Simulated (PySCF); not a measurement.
```
atom    x (Å)    y (Å)    z (Å)
   O   2.0729   1.3986   0.5642
   B   2.1990   0.5847  -0.5335
   O   0.4010  -0.2184  -0.6673
   C  -0.5915   0.8074  -0.6784
   C  -1.8113   0.2646   0.0870
   C  -1.4255  -1.1864   0.3893
   C   0.0974  -1.0993   0.3999
   H   2.3004   0.9827   1.3949
   H   2.1463   1.1497  -1.5642
   H   2.8000  -0.4341  -0.4541
   H  -0.8071   1.0228  -1.7268
   H  -0.1825   1.7060  -0.2061
   H  -1.9575   0.8210   1.0124
   H  -2.7232   0.3329  -0.5019
   H  -1.7518  -1.8458  -0.4152
   H  -1.8308  -1.5482   1.3312
   H   0.4524  -0.6869   1.3545
   H   0.6029  -2.0448   0.2024
```

Geometry: GFN2-xTB; at this geometry the atoms fall into two loosely joined parts.

Computed with PBE0/pcSseg-1, SCF density, gas phase, non-relativistic in PySCF 2.14.0.

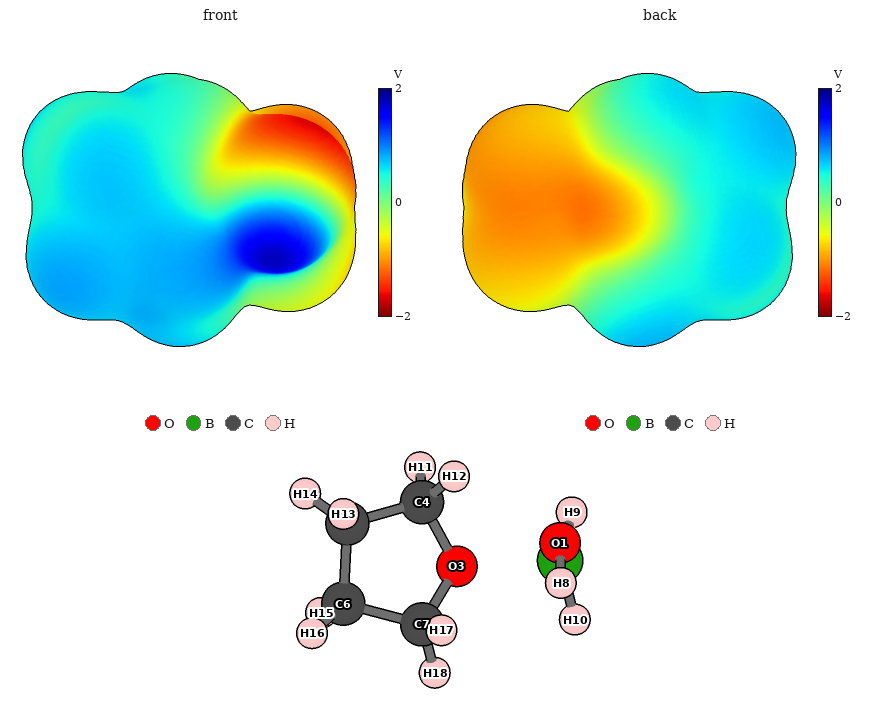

C₄H₁₁BO₂. The electrostatic potential painted on the density surface at 0.001 e/bohr³, seen from the front and from behind; the colour scale runs from red (negative) to blue (positive). The bare structure is drawn below in the same view.

Which sites attract a positive test charge, and which a negative one?

A positive charge is drawn to the negative regions and a negative charge to the positive ones. The most negative region (about −1.6 V) lies over O1, the most positive (about +1.7 V) over H8. O1 is the likeliest acceptor of a hydrogen bond.

What dipole moment does the calculation give?

Its dipole moment is 4.18 D.
